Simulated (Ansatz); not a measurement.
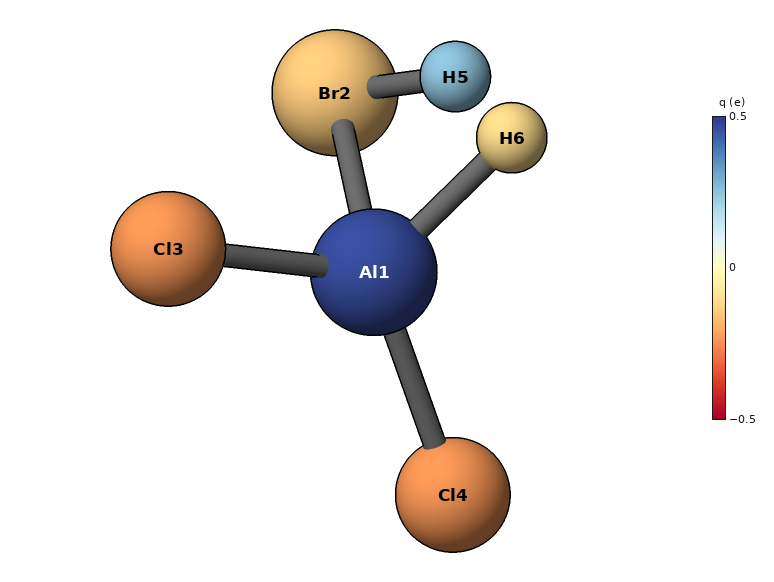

Atoms are coloured by their Mulliken charges. The computed structure is the end point of a PBE0-D4/def2-TZVP saddle-point search. Properties computed with RKS PBE0-D4/def2-TZVP (Ansatz 0.2.0).

List the Mulliken charges.

| atom | value (e) |
| --- | --- |
| Al1 | 0.46 |
| Br2 | −0.14 |
| Cl3 | −0.23 |
| Cl4 | −0.23 |
| H5 | 0.25 |
| H6 | −0.11 |

Mulliken values depend strongly on the basis set and can even reverse the polarity of a bond.
